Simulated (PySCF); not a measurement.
```xyz
7

O     1.2534    1.2146   -0.7751
C     0.8515    0.2226   -0.3006
F     1.6180   -0.8520   -0.0950
C    -0.5987   -0.0761    0.1773
F    -0.6220   -0.3868    1.4745
F    -1.1205   -1.1010   -0.4995
F    -1.3784    0.9835   -0.0087
```

Geometry: GFN2-xTB.

These are results of PySCF 2.14.0, PBE0/pcSseg-1, SCF density, gas phase, non-relativistic, not measurements.

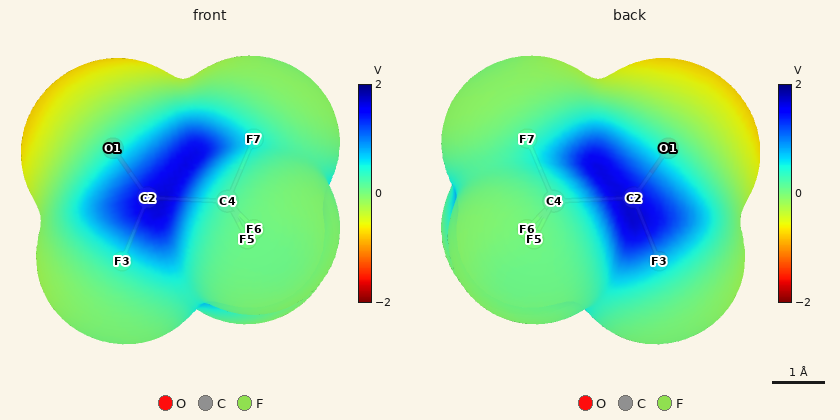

C₂F₄O (SMILES O=C(F)C(F)(F)F). The electrostatic potential painted on the density surface at 0.001 e/bohr³, seen from the front and from behind; the colour scale runs from red (negative) to blue (positive).

Where is the surface potential most negative and most positive?

The most negative region (about −0.7 V, or −16 kcal/mol for a unit charge) lies over O1, the most positive (about +1.7 V, or +39 kcal/mol for a unit charge) over the π face of C2 and C4.

What dipole moment does the calculation give?

Its dipole moment is 0.64 D.
